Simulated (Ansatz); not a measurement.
## Ligand exchange: GeH3Cl + C2H3I → GeH3I + C2H3Cl

Species: GeH3Cl (chlorogermane) `[Cl][GeH3]`, singlet; C2H3I (vinyl iodide) `C=CI`, singlet; GeH3I `[GeH3][I]`, singlet; C2H3Cl `C=CCl`, singlet. The partners trade Cl for I: Ge–Cl and C–I bonds give way to Ge–I and C–Cl.

Shapes, held fixed at every level: PBE0-D4/def2-TZVP. Programs: Ansatz 0.2.0. The zero-point and thermal change to 298 K, harmonic and unscaled (PBE0-D4/def2-TZVP), is +0.9 kJ/mol.

| level | kind | ΔH(298 K) (kJ/mol) | less CCSD(T)/def2-TZVPP | CPU time (sum over the molecules) |
| --- | --- | --- | --- | --- |
| PBE-D4/def2-TZVPP | GGA | -5.1 | -9.6 | 12 s |
| B3LYP-D4/def2-TZVPP | global hybrid | -1.4 | -5.9 | 17 s |
| BHLYP-D4/def2-TZVPP | global hybrid | -2.8 | -7.3 | 17 s |
| wB97M-V/def2-TZVPP | range-separated hybrid | -1.9 | -6.4 | 51 s |
| wB97X-V/def2-TZVPP | range-separated hybrid | -2.1 | -6.6 | 34 s |
| B2PLYP/def2-TZVPP | double hybrid | +0.6 | -3.9 | 29 s |
| CCSD(T)/def2-TZVPP | coupled cluster or CI | +4.5 | 0.0 | 2.5 min |

The highest level, CCSD(T)/def2-TZVPP, gives ΔH(298 K) = +4.5 kJ/mol; the levels span -5.1 to +4.5. They disagree on the sign: 2 of 7 are positive. The column of differences is taken from that level and isn't an error. No measured value is set beside it here. For atoms past krypton def2 sets carry core potentials with scalar relativity. Relativity is left out for Ge. Outer-core shells of Ge, I are correlated in most correlated rows, in sets that cover them unevenly. CCSD(T)/def2-TZVPP lies outside the range of all other levels here, so it shouldn't be taken on trust. Times are processor times on shared x86 and Arm servers, and rough.

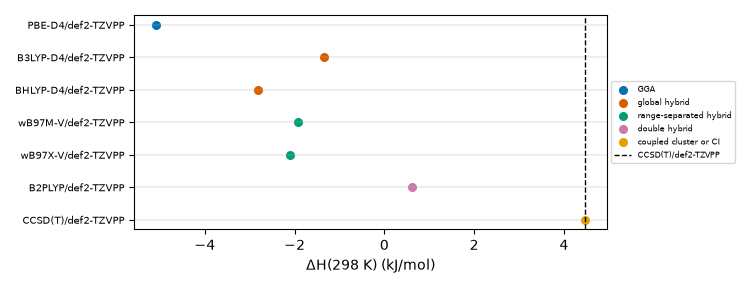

The values of the table, level by level.
